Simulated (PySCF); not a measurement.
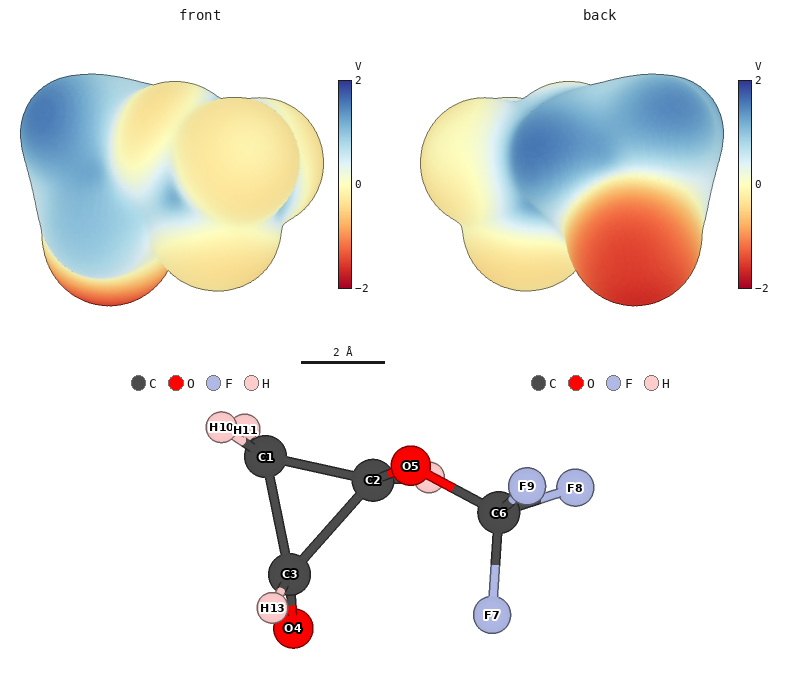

The picture shows: C4H4F3O2 (doublet). The molecular electrostatic potential painted on the density surface at 0.002 e/bohr³, seen from the front and from behind; the colour scale runs from red (negative) to blue (positive). The bare structure is drawn below in the same view.

Geometry: GFN2-xTB.

All numbers below come from UKS B3LYP, pcH-1 on C F H O, non-relativistic, mean-field spin-orbit, GIAO (PySCF).

```
atom    x (Å)    y (Å)    z (Å)
   C  -1.4138   0.7471   0.7150
   C  -0.2643   0.5234  -0.1497
   C  -1.3628  -0.6876   0.0758
   O  -2.0998  -1.0080  -0.8753
   O   0.9741   0.3299   0.4635
   C   1.9286  -0.2240  -0.2850
   F   1.6447  -1.4744  -0.6661
   F   2.1746   0.4575  -1.4119
   F   3.0530  -0.2643   0.4109
   H  -1.2423   0.7752   1.7794
   H  -2.2070   1.3724   0.3344
   H  -0.2388   0.8946  -1.1663
   H  -0.9507  -1.4414   0.7576
```

> Describe the electrostatic potential map.

The most negative region (about −1.6 V) lies over O4, the most positive (about +1.5 V) over H10 and H12. O4 is the likeliest acceptor of a hydrogen bond.
